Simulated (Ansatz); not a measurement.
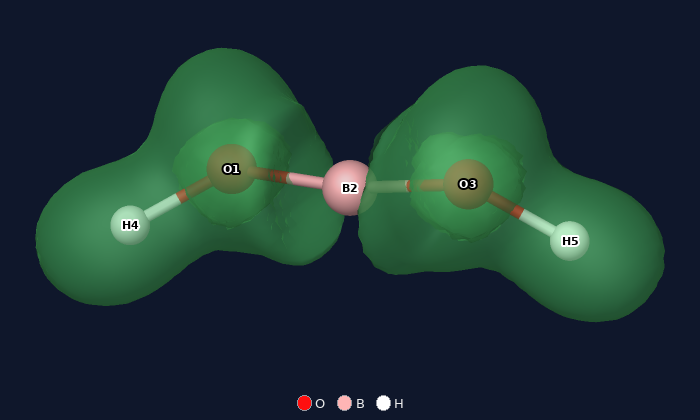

Figure. BH₂O₂ (charge +1). Isosurface of the ELF at 0.75 (green), seen at a tilt. Core shells and regions of very low density are left out.

Level of theory: RKS PBE-D4/def2-mTZVP in Ansatz 0.2.0.

Input

```
crystal:
  periodic: [false, false, false]
  atoms:
    - { symbol: O, position_ang: [-0.74428, -0.2593, -0.9354] }
    - { symbol: B, position_ang: [0.00216, 0.00313, -0.00221] }
    - { symbol: O, position_ang: [0.73435, 0.25909, 0.94422] }
    - { symbol: H, position_ang: [-1.35287, -0.52748, -1.62227] }
    - { symbol: H, position_ang: [1.04614, 0.45395, -0.27748] }
total_charge: 1
basis:
  gaussian: { orbitals: def2-mTZVP }
hamiltonian:
  xc: pbe
  dispersion: d4
relax:
  f_tol: 0.02
  max_steps: 50
output:
  orbitals: {}
```

Run with:

```sh
ansatz run input.yaml --threads 1 --pin off --max-ram 2048MiB --backend cpu --events-out ev --progress --plain --runs-dir out
```

The fields are those of the relaxed geometry.

> Identify the bonds, lone pairs and shells in this picture.

At this value the surface marks out two joined regions spread over several atoms (B, H, O), in which their bonds and any lone pairs are merged. Profiles from the grid: B–O (1.27 Å): the ELF peaks at about 0.85 between the atoms, as expected for a polar covalent bond. O–H (0.98 Å): the ELF climbs to about 1 towards the hydrogen, as it does in any bond to H; an ordinary covalent bond to hydrogen.
